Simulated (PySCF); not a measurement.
```yaml
atoms:
  - { symbol: C, position_ang: [1.8869, -0.8818, 1.0059] }
  - { symbol: C, position_ang: [0.7736, -0.6528, 0.3243] }
  - { symbol: O, position_ang: [-0.3294, -1.4024, 0.5400] }
  - { symbol: Si, position_ang: [-1.8656, -1.0409, 0.1093] }
  - { symbol: C, position_ang: [-1.7633, 0.8084, -0.1910] }
  - { symbol: C, position_ang: [-0.5691, 1.2963, -0.5041] }
  - { symbol: C, position_ang: [0.6469, 0.4317, -0.7357] }
  - { symbol: O, position_ang: [1.8161, 1.1999, -0.8696] }
  - { symbol: H, position_ang: [2.7827, -0.3196, 0.8237] }
  - { symbol: H, position_ang: [1.9286, -1.6685, 1.7362] }
  - { symbol: H, position_ang: [-2.2048, -1.7760, -1.1093] }
  - { symbol: H, position_ang: [-2.6406, -1.4126, 1.2846] }
  - { symbol: H, position_ang: [-2.5911, 1.4861, -0.0468] }
  - { symbol: H, position_ang: [-0.3860, 2.3568, -0.6363] }
  - { symbol: H, position_ang: [0.5334, -0.0792, -1.7035] }
  - { symbol: H, position_ang: [1.9741, 1.6636, -0.0390] }
```

Geometry: GFN2-xTB.

Method: PBE0/pcSseg-1, SCF density, gas phase, non-relativistic (PySCF 2.14.0).

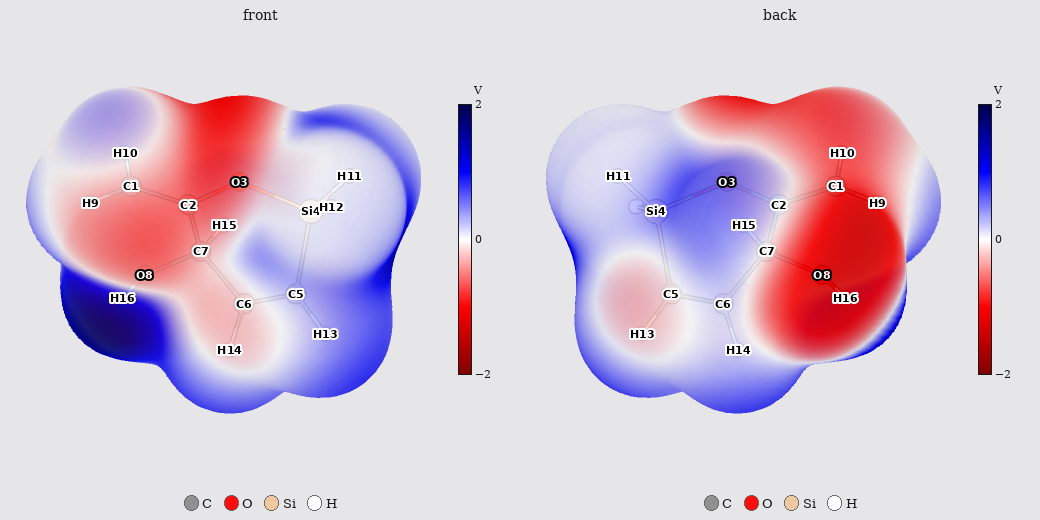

C5H8O2Si (SMILES C=C1O[SiH2]C=C[C@H]1O). The electrostatic potential painted on the density surface at 0.001 e/bohr³, seen from the front and from behind; red is negative and blue positive.

Which sites attract a positive test charge, and which a negative one?

A positive charge is drawn to the negative regions and a negative charge to the positive ones. The most negative region (about −1.3 V) lies over O8, the most positive (about +1.8 V) over H16. O8 is the likeliest acceptor of a hydrogen bond.
